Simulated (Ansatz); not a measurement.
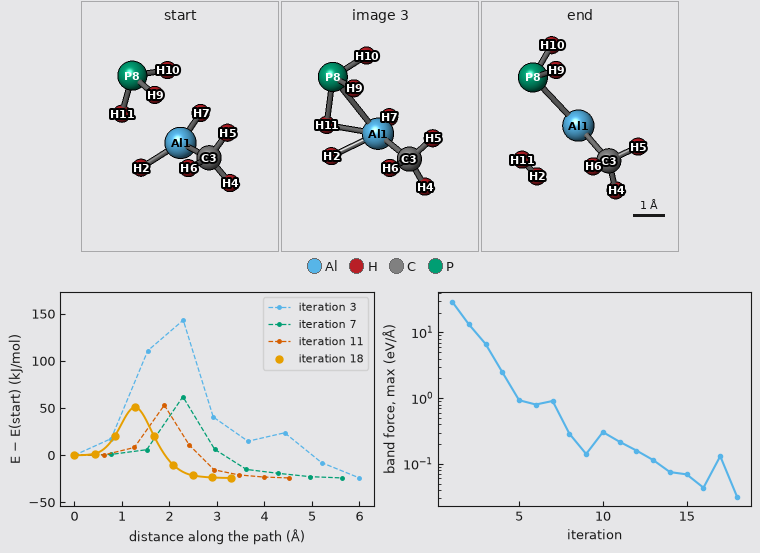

A nudged-elastic-band calculation for CH$_{8}$AlP. Images are numbered from 0 (start) to 8 (end). The plot follows the band through its iterations. A ball-and-stick model, seen from a free direction.

Computed with RKS LDA/6-31G* in Ansatz 0.2.0. Run with 7 movable images; climbing image; force threshold 0.05 eV/Å; iteration limit 60; starting path through a guess of the saddle point.

**Did the band converge, and can the barrier be trusted?**

The result is final at these settings. The band converged in 18 iterations. The largest component of the band force went from 29 to 0.032 eV/Å. The climbing image converged on the top of the path. Its vibrational analysis gives one imaginary mode (912i cm⁻¹), as a transition state must have. The first iteration put the highest image at 850.2 kJ/mol. The energy climbs by 50.9 kJ/mol to image 3 and then falls by 74.9 kJ/mol, so the end point sits at −24.1 kJ/mol.
